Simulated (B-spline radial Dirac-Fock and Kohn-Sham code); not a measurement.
Atomic Nd in the configuration [Xe] 4f4 5d1 6s1, which is not the ground configuration. Computed with a B-spline radial atomic code: Thomson × f² and Klein–Nishina × S on Dirac–Fock densities, without anomalous dispersion.

A figure with this caption is to be made: «Coherent and incoherent photon scattering cross sections against photon energy, computed at the marked points and joined by straight lines.» What will it show?

Coherent scattering falls from 2260 b at 1.00 keV to 1.60 b at 500 keV. Incoherent scattering is largest at 100 keV among the points computed (26.0 b), and it overtakes the coherent part between 100 keV and 200 keV.

Here it is:

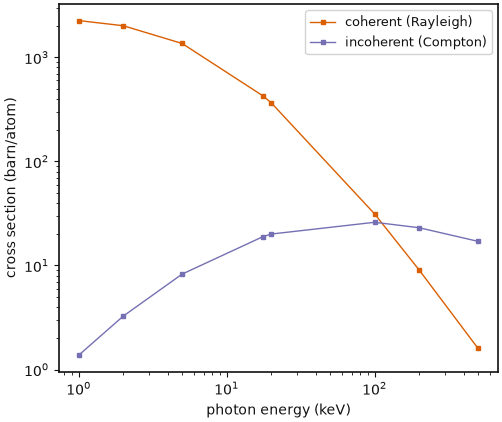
